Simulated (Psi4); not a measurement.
# Run report: P₃H₃, geometry relaxation (part 2 of 4)

Continued. System: P₃H₃ (cyclo-(PH)3). Method: SVWN-RPA/STO-3G, RKS (Psi4 1.11). The geometry comes from this level: GFN2-xTB.

Geometry of the input (Å):
```
P  1.0798  -0.4363  0.5585
P  -0.1559  1.2816  -0.0392
P  -0.4382  -0.6540  -0.9740
H  0.2518  -0.9037  1.5873
H  -1.1856  1.0944  0.8921
H  0.4481  -0.3820  -2.0246
```

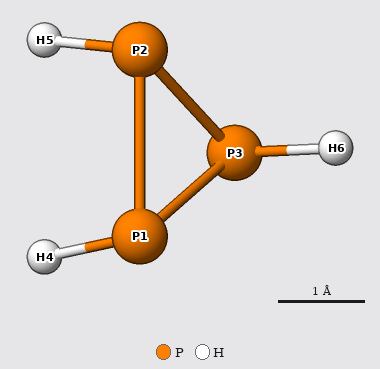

The structure as given in the input (ball-and-stick view, seen on its broad side; atoms are numbered from 1 in the order of the input).

What the program printed, continued
```
	        --- Internal Coordinate Step in ANG or DEG, aJ/ANG or AJ/DEG ---
	-------------------------------------------------------------------------------
	           Coordinate      Previous         Force          Change          New
	           ----------      --------        ------          ------        ------
	               R(1,2)       2.19890        0.04671        0.01559       2.21449
	               R(1,3)       2.16800        0.10143        0.03071       2.19871
	               R(1,4)       1.40090        0.08994        0.02569       1.42659
	               R(2,3)       2.16796        0.10153        0.03074       2.19870
	               R(2,5)       1.40089        0.08997        0.02570       1.42659
	               R(3,6)       1.40114        0.08114        0.02319       1.42433
	             B(1,2,3)      59.52778        0.00007        0.23464      59.76242
	             B(1,2,5)      97.35292       -0.00025       -2.31096      95.04196
	             B(1,3,2)      60.94589       -0.00015       -0.47043      60.47547
	             B(1,3,6)      93.87973       -0.00011       -1.15718      92.72255
	             B(2,1,3)      59.52633        0.00007        0.23579      59.76212
	             B(2,1,4)      97.35792       -0.00025       -2.31735      95.04058
	             B(2,3,6)      93.88051       -0.00011       -1.15774      92.72277
	             B(3,1,4)      94.11408       -0.00026       -1.19713      92.91696
	             B(3,2,5)      94.11211       -0.00026       -1.19720      92.91491
	           D(1,2,3,6)     -92.28653        0.00007        0.69830     -91.58823
	           D(1,3,2,5)     -96.11779        0.00013        1.97874     -94.13906
	           D(2,1,3,6)      92.28787       -0.00007       -0.69925      91.58862
	           D(2,3,1,4)      96.12243       -0.00013       -1.98617      94.13626
	           D(3,1,2,5)      90.45625       -0.00015       -0.01718      90.43907
	           D(3,2,1,4)     -90.45543        0.00015        0.01320     -90.44223
	           D(4,1,2,5)       0.00082       -0.00000       -0.00398      -0.00316
	           D(4,1,3,6)    -171.58970       -0.00020       -2.68542    -174.27512
	           D(5,2,3,6)     171.59567        0.00020        2.67704     174.27271
	-------------------------------------------------------------------------------

	                                 ==> Convergence Check <==

	Measures of convergence in internal coordinates in au.

	Criteria marked as inactive (o), active & met (*), and active & unmet ( ).

	----------------------------------------------------------------------------------------------~
	   Step    Total Energy     Delta E     Max Force     RMS Force      Max Disp      RMS Disp   ~
	----------------------------------------------------------------------------------------------~
	  Convergence Criteria     1.00e-06 *    3.00e-04 *             o    1.20e-03 *             o~
	----------------------------------------------------------------------------------------------~
	     1   -1011.35117181   -1.01e+03      1.23e-02      5.61e-03 o    5.81e-02      3.31e-02 o  ~
	----------------------------------------------------------------------------------------------

Next Geometry in Ang
	Fragment 1 (Ang)

	    P   0.9413069215  -0.4975507059   0.6975501061
	    P  -0.3032084725   1.2324665764   0.0957352991
	    P  -0.6043475146  -0.7300439414  -0.8488077995
	    H   0.0660845898  -0.9250118189   1.7398657333
	    H  -1.3193684800   1.0008284579   1.0698625320
	    H   0.3093463913  -0.4391469678  -1.9020180385

    Structure for next step:
    Molecular point group: c1
    Full point group: C1

    Geometry (in Angstrom), charge = 0, multiplicity = 1:

    P            0.940326466043    -0.495307004162     0.705939561984
    P           -0.304188928001     1.234710278131     0.104124754978
    P           -0.605327970152    -0.727800239630    -0.840418343685
    H            0.065104134276    -0.922768117205     1.748255189118
    H           -1.320348935532     1.003072159583     1.078251987887
    H            0.308365935797    -0.436903266038    -1.893628582665

gradient() will perform analytic gradient computation.

  ==> Geometry <==

    Molecular point group: c1
    Full point group: C1

    Geometry (in Angstrom), charge = 0, multiplicity = 1:

       Center              X                  Y                   Z               Mass
    ------------   -----------------  -----------------  -----------------  -----------------
         P            0.940326466043    -0.495307004162     0.705939561984    30.973761998420
         P           -0.304188928001     1.234710278131     0.104124754978    30.973761998420
         P           -0.605327970152    -0.727800239630    -0.840418343685    30.973761998420
         H            0.065104134276    -0.922768117205     1.748255189118     1.007825032230
         H           -1.320348935532     1.003072159583     1.078251987887     1.007825032230
         H            0.308365935797    -0.436903266038    -1.893628582665     1.007825032230

  Running in c1 symmetry.

  Rotational constants: A =      0.20248  B =      0.19857  C =      0.10780 [cm^-1]
  Rotational constants: A =   6070.27800  B =   5952.84719  C =   3231.80875 [MHz]
  Nuclear repulsion =  196.926721411247996

  Charge       = 0
  Multiplicity = 1
  Electrons    = 48
  Nalpha       = 24
  Nbeta        = 24

  ==> Algorithm <==

  SCF Algorithm Type is DF.
  DIIS enabled.
  MOM disabled.
  Fractional occupation disabled.
  Guess Type is READ.
  Energy threshold   = 1.00e-08
  Density threshold  = 1.00e-08
  Integral threshold = 1.00e-12

   => Molecular Quadrature <=

    Radial Scheme          =       TREUTLER
    Pruning Scheme         =           NONE
    Nuclear Scheme         =       TREUTLER

    Blocking Scheme        =         OCTREE
    BS radius alpha        =              1
    Pruning alpha          =              1
    Radial Points          =             75
    Spherical Points       =            302
    Total Points           =         125351
    Total Blocks           =           1004
    Max Points             =            256
    Max Functions          =             28
    Weights Tolerance      =       1.00E-15

   => Loading Basis Set <=

    Name: STO-3G
    Role: ORBITAL
    Keyword: BASIS

  Reading orbitals from file s0/job.m.520073.180.npy, no projection.

   => Auxiliary Basis Set <=

  Basis Set: (STO-3G AUX)
    Blend: DEF2-UNIVERSAL-JKFIT
    Number of shells: 132
    Number of basis functions: 438
    Number of Cartesian functions: 525
    Spherical Harmonics?: true
    Max angular momentum: 4

  Cached 100.0% of DFT collocation blocks in 0.019 [GiB].

  Minimum eigenvalue in the overlap matrix is 3.2443327111E-01.
  Reciprocal condition number of the overlap matrix is 1.5388527864E-01.
    Using symmetric orthogonalization.

  ==> Pre-Iterations <==

  SCF Guess: Orbitals guess was supplied from a previous computation.

   -------------------------------------------------------
    Irrep   Nso     Nmo     Nalpha   Nbeta   Ndocc  Nsocc
   -------------------------------------------------------
     A         30      30      24      24      24       0
   -------------------------------------------------------
    Total      30      30      24      24      24       0
   -------------------------------------------------------

  ==> Iterations <==

                           Total Energy        Delta E     RMS |[F,P]|

   @DF-RKS iter   0: -1011.34034983143704   -1.01134e+03   2.98272e-03
   @DF-RKS iter   1: -1011.35304722696981   -1.26974e-02   3.48685e-04 DIIS/ADIIS
   @DF-RKS iter   2: -1011.35306490692608   -1.76800e-05   3.82886e-04 DIIS/ADIIS
   @DF-RKS iter   3: -1011.35316286070486   -9.79538e-05   1.71332e-04 DIIS/ADIIS
   @DF-RKS iter   4: -1011.35318568183686   -2.28211e-05   3.77956e-05 DIIS
   @DF-RKS iter   5: -1011.35318707033571   -1.38850e-06   2.55309e-06 DIIS
   @DF-RKS iter   6: -1011.35318707893089   -8.59518e-09   1.92257e-07 DIIS
   @DF-RKS iter   7: -1011.35318707896863   -3.77440e-11   6.84554e-08 DIIS
   @DF-RKS iter   8: -1011.35318707897386   -5.22959e-12   5.24573e-09 DIIS
  Energy and wave function converged.

  ==> Post-Iterations <==

   Electrons on quadrature grid:
      Ntotal   =   47.9999833725 ; deviation = -1.663e-05

    Final Occupation by Irrep:
              A
    DOCC [    24 ]
    NA   [    24 ]
    NB   [    24 ]

  @DF-RKS Final Energy: -1011.35318707897386

   => Energetics <=

    Nuclear Repulsion Energy =            196.9267214112479962
    One-Electron Energy =               -1803.2303572728601466
    Two-Electron Energy =                 663.1560284222632617
    DFT Exchange-Correlation Energy =     -68.2055796396250003
    Empirical Dispersion Energy =           0.0000000000000000
    VV10 Nonlocal Energy =                  0.0000000000000000
    Total Energy =                      -1011.3531870789738605

Computation Completed

Properties will be evaluated at   0.000000,   0.000000,   0.000000 [a0]

Properties computed using the SCF density matrix

 Multipole Moments:

 ------------------------------------------------------------------------------------
     Multipole            Electronic (a.u.)      Nuclear  (a.u.)        Total (a.u.)
 ------------------------------------------------------------------------------------

 L = 1.  Multiply by 2.5417464519 to convert [e a0] to [Debye]
 Dipole X            :          0.7668487           -0.9160170           -0.1491683
 Dipole Y            :          0.2869546           -0.3449765           -0.0580219
 Dipole Z            :         -0.7607742            0.9024731            0.1416989
 Magnitude           :                                                    0.2137670

 ------------------------------------------------------------------------------------

	total time  =          1 seconds =       0.02 minutes

         ------------------------------------------------------------
                                   SCF GRAD
         ------------------------------------------------------------

  ==> Geometry <==

    Molecular point group: c1
    Full point group: C1

    Geometry (in Angstrom), charge = 0, multiplicity = 1:

       Center              X                  Y                   Z               Mass
    ------------   -----------------  -----------------  -----------------  -----------------
         P            0.940326466043    -0.495307004162     0.705939561984    30.973761998420
         P           -0.304188928001     1.234710278131     0.104124754978    30.973761998420
         P           -0.605327970152    -0.727800239630    -0.840418343685    30.973761998420
         H            0.065104134276    -0.922768117205     1.748255189118     1.007825032230
         H           -1.320348935532     1.003072159583     1.078251987887     1.007825032230
         H            0.308365935797    -0.436903266038    -1.893628582665     1.007825032230

  Nuclear repulsion =  196.926721411247996

   => Molecular Quadrature <=

    Radial Scheme          =       TREUTLER
    Pruning Scheme         =           NONE
    Nuclear Scheme         =       TREUTLER

    Blocking Scheme        =         OCTREE
    BS radius alpha        =              1
    Pruning alpha          =              1
    Radial Points          =             75
    Spherical Points       =            302
    Total Points           =         125351
    Total Blocks           =           1004
    Max Points             =            256
    Max Functions          =             28
    Weights Tolerance      =       1.00E-15

  -Total Gradient:
     Atom            X                  Y                   Z
    ------   -----------------  -----------------  -----------------
       1       -0.001951124278     0.002511087133    -0.004108242248
       2        0.002742214393    -0.004013606850    -0.001836842828
       3        0.001731841465     0.002495067901     0.003589412517
       4       -0.001240737296    -0.001046998753     0.002423335919
       5       -0.002119474430     0.000169513220     0.001996956724
       6        0.000834230330    -0.000128578258    -0.002096967017

	total time  =          0 seconds =       0.00 minutes

    			-----------------------------------------

    			 OPTKING 3.0: for geometry optimizations

    			        with contributions from

    			-----------------------------------------

	                            ===> Fragment 1 <==

	 Z (Atomic Numbers)          Masses                          Geom
	      15.000000            30.973762          1.77695949 -0.93599459  1.33403243
	      15.000000            30.973762         -0.57483376  2.33326427  0.19676727
	      15.000000            30.973762         -1.14390408 -1.37534313 -1.58816050
	       1.000000             1.007825          0.12302898 -1.74377902  3.30372350
	       1.000000             1.007825         -2.49509788  1.89553167  2.03760095
	       1.000000             1.007825          0.58272717 -0.82562752 -3.57843940

	 - Coordinate -           - BOHR/RAD -       - ANG/DEG -
	 R(1,2)           =         4.184777           2.214489
	 R(1,3)           =         4.154959           2.198710
	 R(1,4)           =         2.695864           1.426590
	 R(2,3)           =         4.154946           2.198703
	 R(2,5)           =         2.695866           1.426591
	 R(3,6)           =         2.691589           1.424328
	 B(1,2,3)         =         1.043051          59.762418
	 B(1,2,5)         =         1.658795          95.041964
	 B(1,3,2)         =         1.055496          60.475465
	 B(1,3,6)         =         1.618314          92.722545
	 B(2,1,3)         =         1.043046          59.762117
	 B(2,1,4)         =         1.658771          95.040579
	 B(2,3,6)         =         1.618318          92.722770
	 B(3,1,4)         =         1.621707          92.916959
	 B(3,2,5)         =         1.621671          92.914909
	 D(1,2,3,6)       =        -1.598516         -91.588232
	 D(1,3,2,5)       =        -1.643036         -94.139055
	 D(2,1,3,6)       =         1.598523          91.588618
	 D(2,3,1,4)       =         1.642988          94.136259
	 D(3,1,2,5)       =         1.578460          90.439071
	 D(3,2,1,4)       =        -1.578515         -90.442231
	 D(4,1,2,5)       =        -0.000055          -0.003159
	 D(4,1,3,6)       =        -3.041675        -174.275123
	 D(5,2,3,6)       =         3.041633         174.272713
```
